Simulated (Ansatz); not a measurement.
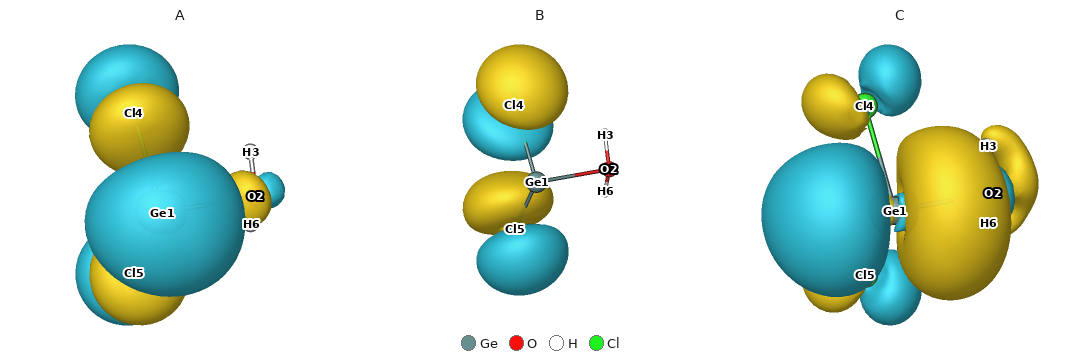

Figure 1: Cl₂GeH₂O. Three frontier orbitals at ±0.08 Å⁻³ᐟ² (yellow and cyan are the two phases), in no order.

The product side of a reaction path; geometry: PBE0-D4/def2-TZVP.

These are results of RKS PBE0-D4/def2-TZVPP (Ansatz 0.2.0), not measurements.

```xyz
6

Ge    1.3130    0.4017    0.2863
O    -0.1698   -0.7304   -0.9230
H    -0.7906   -0.0304   -1.1749
Cl   -0.0536    2.1546   -0.0070
Cl    0.3206   -0.5427    2.0610
H    -0.6196   -1.2529   -0.2423
```

Order the three orbitals by energy and name them.

Answer. B is the HOMO−1 (−8.60 eV). Its weight (Hirshfeld) is mainly on Cl4 (about 50 %) and Cl5 (about 50 %); largely a combination of lone pairs on Cl4 and Cl5. A is the HOMO (−7.59 eV). It lies mainly on Ge1 (about 50 %), Cl4 (about 25 %) and Cl5 (about 25 %). C is the LUMO (−1.42 eV). By Hirshfeld shares it lies mainly on Ge1 (about 70 %), O2 (about 10 %), Cl4 (about 10 %) and Cl5 (about 10 %).

What is the HOMO–LUMO gap?

Answer. 6.17 eV between the orbital energies.
